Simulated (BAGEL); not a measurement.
**SF (SMILES F[S]): FCI/STO-3G (density fitting with cc-pvqz-jkfit)**

Aim: the vertical ionisation energy of SF at FCI/STO-3G (density fitting with cc-pvqz-jkfit), from 2 runs. 

Program for the calculation: BAGEL 1.2.2.

6 further runs of the same task are left out: 3 that didn't finish, 3 set aside as unsound or not needed.

### Step 1. The molecule

SF: 2 atoms, total charge 0, spin state doublet. SMILES: `F[S]`. Geometry: relaxed at PBE0-D4/def2-TZVP.

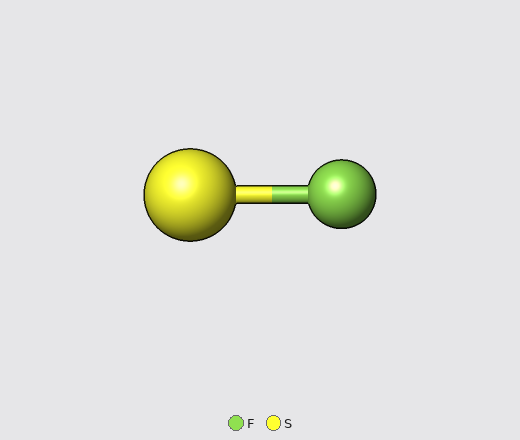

Viewed from a chosen angle; fluorine green, sulfur yellow.

### Step 2. The energy at FCI/STO-3G (density fitting with cc-pvqz-jkfit)

File fci.json:

```json
{ "bagel": [

{
  "title": "molecule",
  "basis": "sto-3g",
  "df_basis": "cc-pvqz-jkfit",
  "angstrom": "true",
  "geometry": [
    { "atom": "F", "xyz": [       0.000000,       0.000000,       0.016120 ] },
    { "atom": "S", "xyz": [       0.000000,       0.000000,       1.610410 ] }
  ]
},

{
  "title": "hf",
  "charge": 1
},

{
  "title": "fci",
  "nstate": 1,
  "ncore": 6,
  "nspin": 1
}

]}
```

Started as:

```sh
$ BAGEL_NUM_THREADS=1 BAGEL fci.json > fci.out
```

What it wrote:

```text
* using 1 threads per process

  ===============================================================
  ===============================================================

  *** Geometry ***

  { "atom" : "F", "xyz" : [      0.000000,      0.000000,      0.030462 ] },
  { "atom" : "S", "xyz" : [      0.000000,      0.000000,      3.043234 ] },

  Number of auxiliary basis functions:      254

  Since a DF basis is specified, we compute 2- and 3-index integrals:
    o Being stored without compression. Storage requirement is 0.000 GB

  Number of basis functions:       14
  Number of electrons      :       25

    * METHOD: MOLECULE                             0.03

  *** RHF ***

  === Nuclear Repulsion ===
    47.7965228010

      * DIIS with orbital gradients will be used.

  === RHF iteration (sto-3g) ===
      0       -490.79611578          0.02099018           0.00
      1       -490.81835843          0.01328905           0.00
      2       -490.82736582          0.00220765           0.00
      3       -490.82814153          0.00121971           0.00
      4       -490.82853603          0.00028736           0.00
      5       -490.82855720          0.00001249           0.00
      6       -490.82855721          0.00000053           0.00
      7       -490.82855721          0.00000005           0.00
      8       -490.82855721          0.00000000           0.00
    * SCF iteration converged.

    * Permanent dipole moment:
           (   -0.000000,     0.000000,    -0.713629) a.u.

    * METHOD: HF                                   0.03

  ---------------------------
        FCI calculation
  ---------------------------

  Performs exactly the same way as Knowles & Handy 1984 CPL

  o alpha-beta strings
      length:            36
  o size of the space
      determinant space:  224
      spin-adapted space: 168

  o single displacement lists (alpha)
      length:           112
  o single displacement lists (beta)
      length:           504

     guess   0:   closed 111111..             open ......1.

  === FCI iteration ===

      0  0      -491.13961458     1.90e-02      0.00
      1  0      -491.18414717     8.07e-03      0.00
      2  0      -491.19327575     2.28e-03      0.00
      3  0      -491.19413332     7.76e-04      0.00
      4  0      -491.19430314     3.24e-04      0.00
      5  0      -491.19432329     1.25e-04      0.00
      6  0      -491.19432555     3.02e-05      0.00
      7  0      -491.19432568     4.90e-06      0.00
      8  0      -491.19432569     1.42e-06      0.00
      9  0      -491.19432569     3.21e-07      0.00
     10  0      -491.19432569     6.49e-08      0.00
     11  0      -491.19432569     1.63e-08      0.00
     12  0      -491.19432569     4.00e-09      0.00
     13  0      -491.19432569     1.07e-09      0.00
     14  0      -491.19432569     1.98e-10      0.00
     15  0 *    -491.19432569     4.12e-11      0.00

     * ci vector, state   0, <S^2> = 0.7500
       222222a.    -0.9778012844
       2222.2a2    -0.1246991323
       222ab22a    -0.0913126174
       222aa22b    -0.0785319883

    * METHOD: FCI                                  0.00

  ===============================================================
```

It took 0.22 s on 1 thread of Arm Neoverse V2, shared host.

### Step 3. The singlet cation at the same level

File input.json:

```json
{ "bagel" : [

{
  "title" : "molecule",
  "basis" : "sto-3g",
  "df_basis" : "cc-pvqz-jkfit",
  "angstrom" : true,
  "geometry" : [
    { "atom" : "F", "xyz" : [    0.000000,    0.000000,    0.016120 ] },
    { "atom" : "S", "xyz" : [    0.000000,    0.000000,    1.610410 ] }
  ]
},
{
  "title" : "hf",
  "charge" : 1
},
{
  "title" : "fci",
  "nstate" : 1,
  "charge" : 1,
  "ncore" : 6
}

]}
```

Started as:

```sh
$ BAGEL_NUM_THREADS=1 BAGEL input.json > input.out
```

What it wrote:

```text
* using 1 threads per process

  ===============================================================
  ===============================================================

  *** Geometry ***

  { "atom" : "F", "xyz" : [      0.000000,      0.000000,      0.030462 ] },
  { "atom" : "S", "xyz" : [      0.000000,      0.000000,      3.043234 ] },

  Number of auxiliary basis functions:      254

  Since a DF basis is specified, we compute 2- and 3-index integrals:
    o Being stored without compression. Storage requirement is 0.000 GB

  Number of basis functions:       14
  Number of electrons      :       25

    * METHOD: MOLECULE                             0.03

  *** RHF ***

  === Nuclear Repulsion ===
    47.7965228010

      * DIIS with orbital gradients will be used.

  === RHF iteration (sto-3g) ===
      0       -490.79611578          0.02099018           0.00
      1       -490.81835843          0.01328905           0.00
      2       -490.82736582          0.00220765           0.00
[... 5 lines of this table left out ...]
      8       -490.82855721          0.00000000           0.00
    * SCF iteration converged.

    * Permanent dipole moment:
           (   -0.000000,     0.000000,    -0.713629) a.u.

    * METHOD: HF                                   0.03

  ---------------------------
        FCI calculation
  ---------------------------

  Performs exactly the same way as Knowles & Handy 1984 CPL

  o alpha-beta strings
      length:            56
  o size of the space
      determinant space:  784
      spin-adapted space: 336

  o single displacement lists (alpha)
      length:           504
  o single displacement lists (beta)
      length:           504

     guess   0:   closed 11111...             open .....11.

  === FCI iteration ===

      0  0      -490.85436419     1.20e-02      0.00
      1  0      -490.91500658     6.56e-03      0.00
      2  0      -490.93588535     2.49e-03      0.00
[... 15 lines of this table left out ...]
     18  0 *    -490.94361821     5.77e-11      0.00

     * ci vector, state   0, <S^2> = 0.0000
       22222ab.     0.6624290494
       22222ba.     0.6624290494
       222b2a2.     0.1046737548
       222a2b2.     0.1046737548
       22ab222.    -0.0943588466
       22ba222.    -0.0943588466
       22a2b2ba    -0.0783040950
       22b2a2ab    -0.0783040950
       222baa2b    -0.0782234349
       222abb2a    -0.0782234349
       2222.ab2    -0.0755669195
       2222.ba2    -0.0755669195
       22b222a.     0.0748309204
       22a222b.     0.0748309204
       22a2a2bb     0.0679351038
       22b2b2aa     0.0679351038
       222bba2a     0.0678721927
       222aab2b     0.0678721927

    * METHOD: FCI                                  0.01

  ===============================================================
```

Run time: 0.22 s. Hardware: 1 thread of Arm Neoverse V2, shared host.

### Step 4. Summary of results

At FCI/STO-3G (density fitting with cc-pvqz-jkfit), 6 core orbitals frozen:

```
                                          quantity          value
                          doublet SF: total energy  -491.19433 Eh
                      singlet cation: total energy  -490.94362 Eh
vertical ionisation energy (to the singlet cation)       6.822 eV
```

What this shows: The vertical ionisation energy comes to 6.82 eV (658 kJ/mol). Only the singlet of the ionised species was computed; a triplet could lie lower. In a minimal basis such a difference can be off by several eV, whatever the method.
